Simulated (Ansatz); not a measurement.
**CH8Si2 (SMILES [SiH3]C[SiH3]) at CAM-B3LYP/def2-SVP**

What is the electronic atomisation energy of CH8Si2 at CAM-B3LYP/def2-SVP? 

The results are computed with Ansatz 0.2.0.

56 further runs of the same task are left out: 56 set aside as unsound or not needed.

### Step 1. Starting point

CH8Si2 has 11 atoms, charge 0, and is taken as a singlet. SMILES: `[SiH3]C[SiH3]`. The coordinates come from a PBE0-D4/def2-TZVP relaxation.

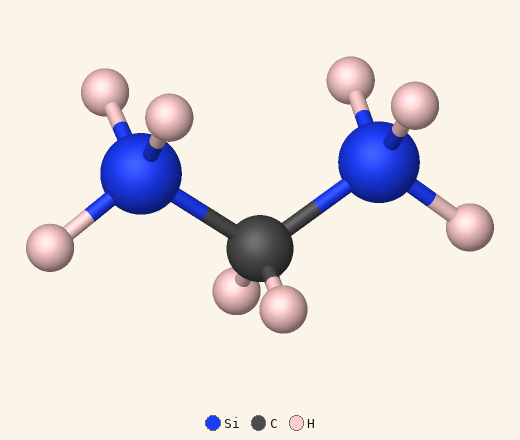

Viewed from a chosen angle; silicon blue, carbon dark grey, hydrogen pink.

### Step 2. The energy at CAM-B3LYP/def2-SVP

The input, job.yaml:

```yaml
crystal:
  periodic: [false, false, false]
  atoms:
    - {symbol: Si, position_ang: [-1.158980, 1.034720, -0.344660]}
    - {symbol: C, position_ang: [-0.286340, -0.621440, -0.365590]}
    - {symbol: Si, position_ang: [1.335180, -0.652340, 0.569590]}
    - {symbol: H, position_ang: [-2.435800, 0.976800, -1.106490]}
    - {symbol: H, position_ang: [-0.293510, 2.078920, -0.955560]}
    - {symbol: H, position_ang: [-1.463790, 1.436810, 1.054620]}
    - {symbol: H, position_ang: [-0.954100, -1.377620, 0.060730]}
    - {symbol: H, position_ang: [-0.099440, -0.908830, -1.405770]}
    - {symbol: H, position_ang: [1.110650, -0.304370, 1.998260]}
    - {symbol: H, position_ang: [2.282060, 0.336720, -0.011600]}
    - {symbol: H, position_ang: [1.964060, -1.999380, 0.506460]}
basis:
  gaussian: {orbitals: def2-SVP}
total_charge: 0
hamiltonian: {xc: {name: CAM-B3LYP}}
accuracy: high
output: {orbitals: {seedname: orbitals}}
```

Started as:

```sh
ansatz run job.yaml --threads 1 --pin off --max-ram 3480MiB --events-out events.jsonl --progress --plain --runs-dir runs
```

Log:

```text
Warning: RAYON_NUM_THREADS=1 ignored (pool sized by the plan → 1); use --threads N
Functional definition: CAM-B3LYP
  name "CAM-B3LYP"
  parameter alpha = 0.19
  parameter beta = 0.46
  parameter omega = 0.33/bohr
  parameter ac = 0.81
  exchange = (1 - alpha - beta)*b88_x + beta*b88_x_sr(omega) + alpha*exact_x + beta*exact_x_lr(omega)
  correlation = (1 - ac)*vwn5_c + ac*lyp_c
2074 factors; integrals over basis functions are off by at most 3.9e-9 eV
473 factors; integrals over basis functions are off by at most 2.1e-9 eV
mean field evaluation 1: about -16913.3459 eV, gradient 3.4e1 eV
mean field evaluation 2: about -16913.3760 eV, gradient 3.2e1 eV
mean field evaluation 4: about -16916.1191 eV, gradient 2.6e-1 eV
mean field evaluation 8: about -16916.2411 eV, gradient 3.1e-2 eV
mean field evaluation 16: about -16916.2411 eV, gradient 2.3e-7 eV
mean field -16916.24113066 eV, -621.6603953117 hartree, gradient 3.0e-8 eV, S^2 0.000000; 0 other end points of the search recorded, 0 dependent functions left out
reference -16916.24115306 eV, -621.6603961348 hartree; 21, 21 occupied and 69, 69 virtual orbitals, 2074 factors
Total energy: -16916.24115306 eV, -621.6603961348 hartree
```

Run time: 2.9 s. Hardware: 1 thread of AMD EPYC 9R45 (Zen 5), shared host; peak memory 0.37 GiB.

### Step 3. The C atom, same level

The input, molecule.yaml:

```yaml
basis:
  gaussian:
    orbitals: def2-SVP
crystal:
  periodic: [false, false, false]
  atoms:
    - {symbol: C, position_ang: [0.000000, 0.000000, 0.000000]}
magnetization:
  spin_polarized: true
  initial_magnetization: 2
hamiltonian:
  xc: {name: CAM-B3LYP}
accuracy: high
```

Run the same way, it converges to -37.79154 Eh (log not shown).

### Step 4. The H atom at the same level

The input, molecule.yaml:

```yaml
basis:
  gaussian:
    orbitals: def2-SVP
crystal:
  periodic: [false, false, false]
  atoms:
    - symbol: H
      position_ang: [0.000000, 0.000000, 0.000000]
magnetization:
  spin_polarized: true
  initial_magnetization: 1
accuracy: high
hamiltonian:
  xc: {name: CAM-B3LYP}
```

Run the same way, it converges to -0.49790 Eh (log not shown).

### Step 5. The Si atom at the same level

The input, job.yaml:

```yaml
crystal:
  periodic: [false, false, false]
  atoms:
    - symbol: Si
      position_ang: [0.000000, 0.000000, 0.000000]
basis:
  gaussian:
    orbitals: def2-SVP
magnetization:
  spin_polarized: true
  initial_magnetization: 2
hamiltonian:
  xc: {name: CAM-B3LYP}
accuracy: high
```

Started as:

```sh
ansatz run job.yaml --threads 1 --pin off --max-ram 3480MiB --events-out events.jsonl --progress --plain --runs-dir runs
```

Log:

```text
Warning: RAYON_NUM_THREADS=1 ignored (pool sized by the plan → 1); use --threads N
Functional definition: CAM-B3LYP
  name "CAM-B3LYP"
  parameter alpha = 0.19
  parameter beta = 0.46
  parameter omega = 0.33/bohr
  parameter ac = 0.81
  exchange = (1 - alpha - beta)*b88_x + beta*b88_x_sr(omega) + alpha*exact_x + beta*exact_x_lr(omega)
  correlation = (1 - ac)*vwn5_c + ac*lyp_c
134 factors; integrals over basis functions are off by at most 2.5e-9 eV
77 factors; integrals over basis functions are off by at most 5.9e-10 eV
mean field evaluation 1: about -7871.6174 eV, gradient 1.9e0 eV
mean field evaluation 2: about -7871.6601 eV, gradient 4.9e-1 eV
mean field evaluation 4: about -7871.6647 eV, gradient 7.9e-2 eV
mean field evaluation 8: about -7871.6648 eV, gradient 3.3e-4 eV
mean field evaluation 16: about -7871.6648 eV, gradient 1.1e-8 eV
mean field -7871.66476322 eV, -289.2783444423 hartree, gradient 1.1e-8 eV, S^2 2.003001; 0 other end points of the search recorded, 0 dependent functions left out
reference -7871.66477382 eV, -289.2783448317 hartree; 8, 6 occupied and 10, 12 virtual orbitals, 134 factors
Total energy: -7871.66477382 eV, -289.2783448317 hartree
```

Run time: 0.28 s. Hardware: 1 thread of AMD EPYC 9R45 (Zen 5), shared host.

### Step 6. Outcome

At CAM-B3LYP/def2-SVP:

| quantity | value |
| --- | --- |
| molecule: total energy | -621.66040 Eh |
| molecule: HOMO energy | -10.12 eV |
| molecule: LUMO energy | 1.76 eV |
| molecule: HOMO–LUMO gap | 11.88 eV |
| C atom: total energy | -37.79154 Eh |
| C atom: ⟨S²⟩ | 2.002 |
| H atom: total energy | -0.49790 Eh |
| H atom: ⟨S²⟩ | 0.750 |
| Si atom: total energy | -289.27834 Eh |
| Si atom: ⟨S²⟩ | 2.003 |
| electronic atomisation energy | 36.164 eV |

**Reading.** Taking the molecule apart into free atoms costs 36.16 eV (834 kcal/mol), before zero-point energy and without spin-orbit coupling.
